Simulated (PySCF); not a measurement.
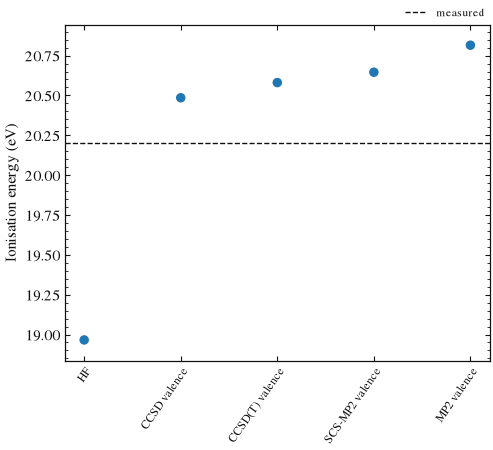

The ionisation energy of an atom or ion with 78 electrons in the configuration [Xe] 4f¹⁴ 5d¹⁰ by several methods. PySCF, x2c-TZVPPall, spin-free X2C-1e, unrestricted single determinants, no spin-orbit coupling. Methods marked “valence” freeze 68 core electrons.

Which atom or ion is it?

Answer. Au II (Au⁺). The values run from 18.97 eV (HF) to 20.82 eV (MP2 valence). The measured value is 20.20 ± 0.03 eV; nearest to it come CCSD valence (+0.28) and CCSD(T) valence (+0.38), furthest HF (−1.24 eV). These values lack spin-orbit coupling; with the first-order correction of −0.69 eV added, MP2 valence comes nearest (−0.07).
